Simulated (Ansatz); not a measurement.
```
atom    x (Å)    y (Å)    z (Å)
  Si  -0.5797   0.1849  -1.1753
   O   0.8896  -1.7051   0.7542
   H  -1.1107   0.7930  -2.4383
   H  -1.4059  -1.0174  -0.8627
   N   1.0877   0.0036  -1.4876
   H  -0.0572   0.6527   2.3103
   N  -0.8484   1.2659   0.2349
   H   0.8645  -1.2130   1.5902
   F   0.2619   0.2522   3.0767
   H   0.0867  -2.2462   0.7774
   H   1.6135  -0.6320  -0.9020
   H   1.4166   0.0589  -2.4439
   H  -1.8306   1.4368   0.4445
   H  -0.3880   2.1657   0.1215
```

Not at a stationary point (largest force 1.8 eV/Å).

All numbers below come from RKS r2SCAN/6-31G* (Ansatz 0.2.0).

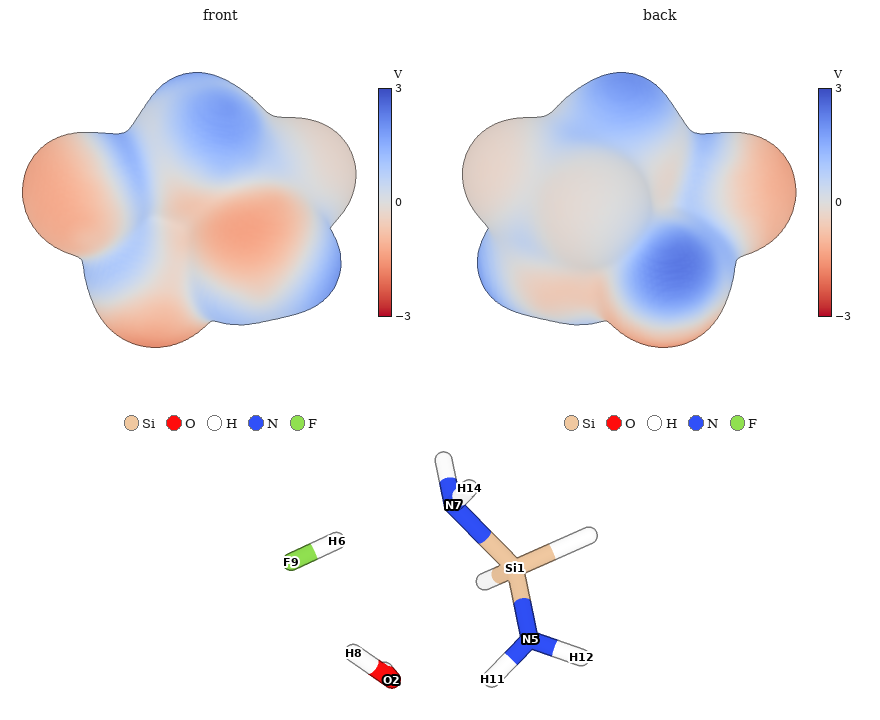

H6N2Si···H2O···HF. The molecular electrostatic potential painted on the density surface at 0.002 e/bohr³, seen from the front and from behind; red is negative and blue positive. The bare structure is drawn below in the same view.

> Where is the surface potential most negative and most positive?

The most negative region (about −1.4 V) lies over O2, the most positive (about +2.3 V) over H10. O2 is the likeliest acceptor of a hydrogen bond.
